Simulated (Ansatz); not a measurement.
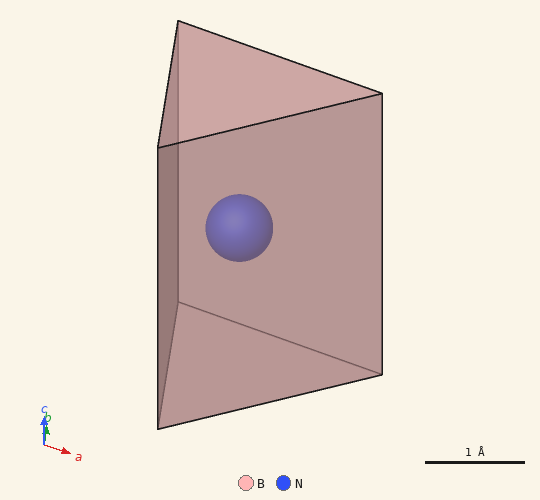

Voronoi cell (the region closer to this atom than to any other), computed from the atomic positions without radii. Central atom: N (2d) in BN; faces take the colour of the neighbour behind them. Source: coordinates from a relaxation with Ansatz 0.2.0, DFT, PBE-D3(BJ), plane waves, PAW.

BN, space group P6_3/mmc (No. 194), a = 2.506 Å, b = 2.506 Å, c = 6.614 Å, α = 90.00°, β = 90.00°, γ = 120.00°

```csv
site,Wyckoff,x,y,z
B,2c,0.3333,0.6667,0.2500
N,2d,0.3333,0.6667,0.7500
```

**What is the volume of this Voronoi cell?**

9.0 Å³, equal to the mean volume per atom.

**Give the Voronoi index ⟨n3,n4,n5,n6,…⟩ (numbers of faces with 3, 4, 5, 6 … edges).**

5 faces, index ⟨2,3,0,0⟩: a trigonal prism.

**Tabulate the neighbours by distance and solid angle.**

| neighbour | faces | distance (Å) | solid angle (% of sphere) |
| --- | --- | --- | --- |
| B | 3 | 1.45 | 87.5 |
| B | 2 | 3.31 | 12.5 |
